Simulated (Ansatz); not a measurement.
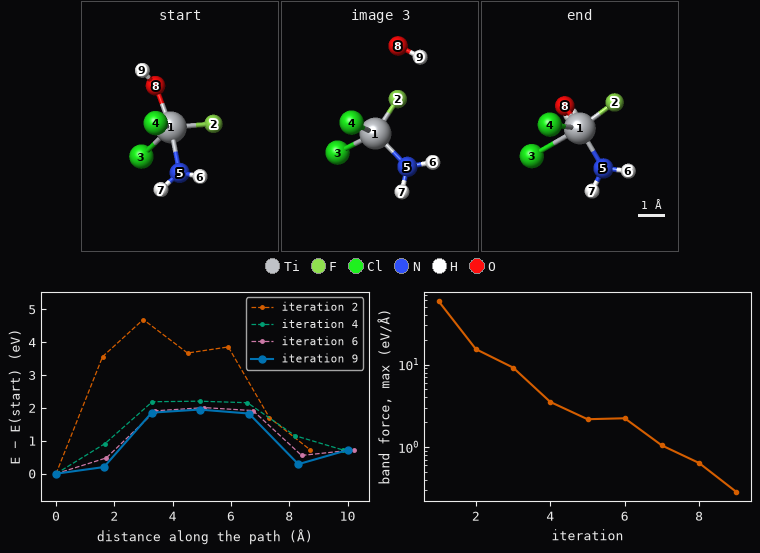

NEB run on TiNH₃OCl₂F (multiplicity 2). Images are numbered from 0 (start) to 6 (end). The plot follows the band through its iterations. The picture is a ball-and-stick view, seen from a free direction.

Theory: Ansatz 0.2.0, UKS PBE/def2-SVP. Set-up: 5 movable images; climbing image; force threshold 0.5 eV/Å; iteration limit 60; starting path through a guess of the saddle point.

### Did the band converge, and can the barrier be trusted?

The result isn't final. The band hadn't converged when the run stopped after 9 iterations. The largest component of the band force went from 58 to 0.29 eV/Å. The barrier read from it is provisional: over the last two iterations the highest image moved from 1.98 eV to 1.95 eV. The force threshold is so loose that the height of the top is at best an upper bound. The first iteration put the highest image at 12.26 eV. Relative to the start the highest point is image 3 at +1.95 eV and the end lies at +0.72 eV, but the profile dips to +0.29 eV at image 5 on the way, so there may be an intermediate minimum, or an end is no minimum.

The run took 110 s on 4 threads of Intel(R) Xeon(R) 6975P-C (Granite Rapids), with other jobs on the host, peak memory 0.4 GiB.
